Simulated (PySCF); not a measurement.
**C₄H₆NSi, charge +1, SMILES `C#CC[N+]#C[SiH3]`: what the electrons do**

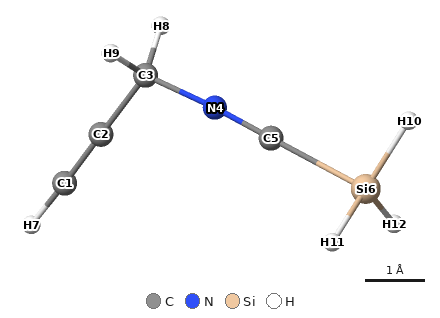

The molecule, with its atoms numbered as below. No frequency check shows the geometry to be a minimum.

Geometry (Å), atoms numbered from 1:

```
C1      -3.1123   -1.1274    0.0001
C2      -2.4182   -0.1537    0.0000
C3      -1.5668    1.0268   -0.0005
N4      -0.2300    0.6570    0.0006
C5       0.8550    0.2804    0.0009
Si6      2.6827   -0.3421   -0.0002
H7      -3.7491   -1.9636    0.0003
H8      -1.7593    1.6325   -0.8952
H9      -1.7604    1.6343    0.8928
H10      3.3815    0.9163   -0.2232
H11      2.7612   -0.9115    1.3378
H12      2.6320   -1.2758   -1.1166
```

### 1. Local ionisation energy

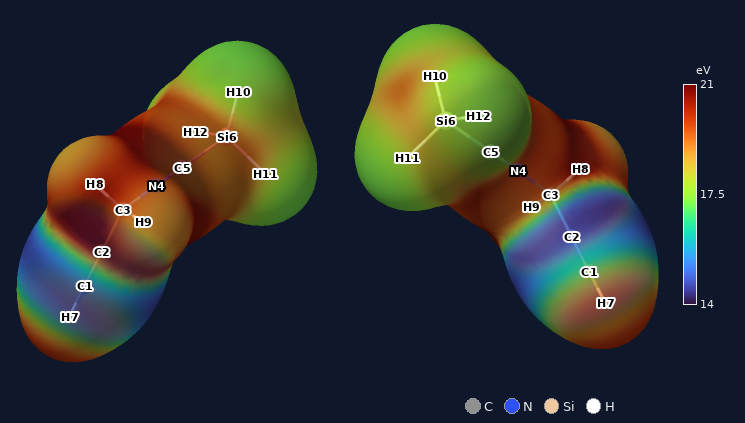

Average local ionisation energy on the surface of electron density 0.001 a.u. (back view left, front view right).

Method: M06-2X/6-31G*; geometry: GFN2-xTB; program: PySCF.

Where are the most loosely bound electrons on this surface?

Answer. The lowest value is 14.5 eV, off the C1–C2 bond (2.1 Å from its atoms), and at like points elsewhere. Further minima include 17.2 eV, 1.4 Å from H10; 18.5 eV, 1.3 Å from H8. For comparison, the highest occupied orbital lies at −13.3 eV.

### 2. In an electric field

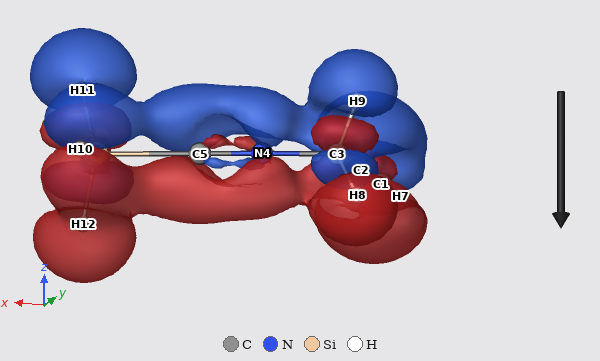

Change of the electron density in a uniform field of 0.21 V/Å along −z (arrow), surfaces at ±0.001 e/Å³ (blue: gain, red: loss).

PySCF calculation, BLYP/def2-SVPD, gas phase; geometry: GFN2-xTB.

The field was applied in both directions; the picture shows the one opposite to the script's first.

What dipole is induced, and what polarisability does it imply?

Answer. The induced dipole is 0.55 D (along the field); α along this axis, from the fields in both directions, is 54 bohr³ (8.0 Å³).

### 3. Localised orbitals

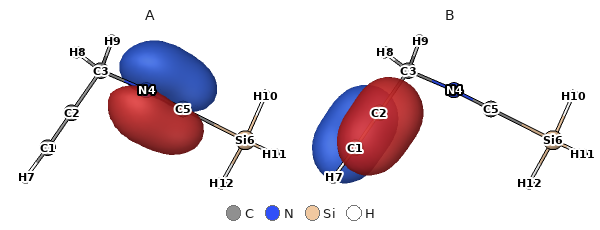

Intrinsic bond orbitals (IBO), occupied; each surface holds about 85 % of the orbital's density. Energies are diagonal elements of the Fock matrix.

Method: B3LYP/def2-SVP; geometry: GFN2-xTB; program: PySCF.

Name the orbitals, with their atomic make-up and energies.

Answer. By panel:
- A: π bond N4–C5 (N4 62 %, C5 37 %; −17.3 eV)
- B: π bond C2–C1 (C2 51 %, C1 48 %; −12.2 eV)

How do all the valence pairs divide up?

Answer. 15 pairs: 11 σ bonds and 4 two-centre π bonds.

The PySCF runs shown took 11 s, 37 s and 8.2 s on 1 thread of Intel(R) Xeon(R) 6975P-C (Granite Rapids) (shared host).
